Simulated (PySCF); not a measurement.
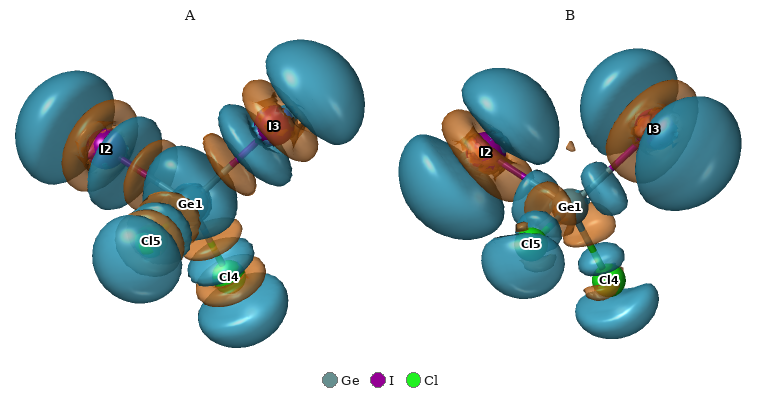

Cl2GeI2. The two Fukui functions at ±0.01 e/Å³ (light blue positive, orange negative).

Method: ωB97X/def2-SVPD; geometry: GFN2-xTB; program: PySCF. Core potentials replace the inner electrons of I; spin–orbit coupling isn't included. No frequency check shows the geometry to be a minimum. GFN2-xTB bond lengths at metals and heavier atoms can be off by up to 0.1 Å and shapes distorted, which carries into these values.

### Which panel is f⁻ (electron removed) and which f⁺ (electron added)?

A is f⁺, B is f⁻. f⁻ (Hirshfeld-condensed) is largest on I2 and I3 (0.41 each); the vertical ionisation energy is 10.10 eV (the stability of the cation's solution wasn't checked). f⁺ (Hirshfeld-condensed) is largest on I2 and I3 (0.30 each); the vertical electron affinity is 1.61 eV (the stability of the anion's solution wasn't checked).

### What chemical potential and hardness follow from the two energies?

μ = −(I + A)/2 = −5.85 eV and η = I − A = 8.49 eV.

Cost of the run: 4.5 min on 1 thread of AMD EPYC (Zen 3), with other jobs on the host, peak memory 0.99 GiB.
